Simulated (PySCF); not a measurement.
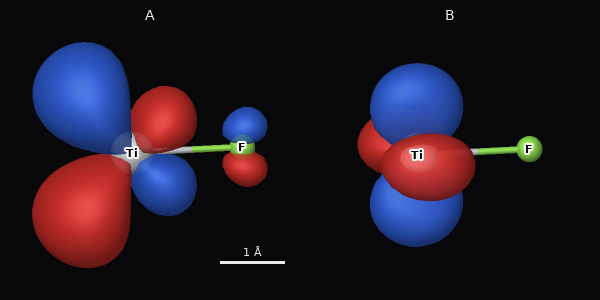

TiF (quartet). Two frontier α-spin orbitals, each drawn at the value that holds 80 % of its norm (blue and red are the two phases), in no order; of a degenerate pair one member is drawn.

The calculation used PySCF, PBE0/def2-TZVP, non-relativistic Hamiltonian with scalar-relativistic core potentials where named, at a bond length of 1.776 Å.

### Label each orbital by symmetry, say whether it is occupied, and order them by energy.

Orbital B: δ, occupied in this spin, −4.97 eV; almost wholly on Ti.
Orbital A: π, empty in this spin, −1.33 eV; almost wholly on Ti.
